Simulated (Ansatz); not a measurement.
```yaml
atoms:
  - { symbol: F, position_ang: [-0.7746, 1.5890, 0.5821] }
  - { symbol: Si, position_ang: [-1.0246, 0.7887, 2.0280] }
  - { symbol: O, position_ang: [0.2724, -0.6044, 1.3944] }
  - { symbol: C, position_ang: [0.2315, -1.1511, 0.0581] }
  - { symbol: Si, position_ang: [0.7182, 0.0549, -1.3479] }
  - { symbol: H, position_ang: [-2.1277, -0.1395, 1.5300] }
  - { symbol: H, position_ang: [1.1681, -0.3736, 1.6462] }
  - { symbol: H, position_ang: [0.8759, -2.0348, 0.0469] }
  - { symbol: H, position_ang: [-0.7944, -1.4989, -0.0716] }
  - { symbol: H, position_ang: [-0.4268, 0.7839, -1.9135] }
  - { symbol: H, position_ang: [1.7742, 0.9615, -0.8452] }
  - { symbol: H, position_ang: [1.3054, -0.8101, -2.4028] }
```

The calculation used RKS BHLYP/def2-SVP (Ansatz 0.2.0).

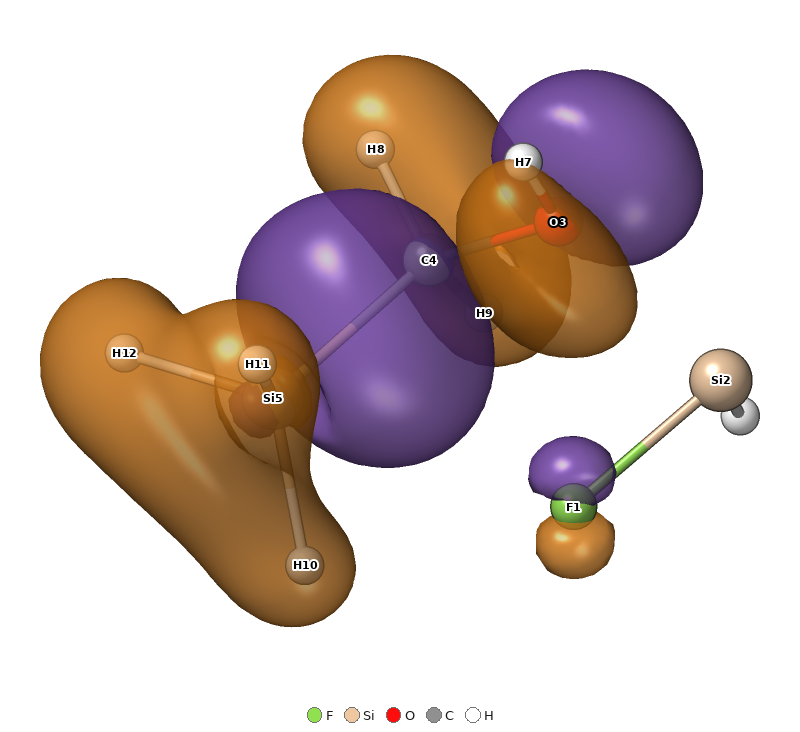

CH7FOSi2. The HOMO−1 at ±0.08 Å⁻³ᐟ² (orange and purple are the two phases), seen at a tilt.

Describe this orbital and give its energy.

Answer. By Hirshfeld shares it lies mainly on C4 (about 30 %), O3 (about 25 %) and Si5 (about 20 %). Its energy is −10.42 eV.
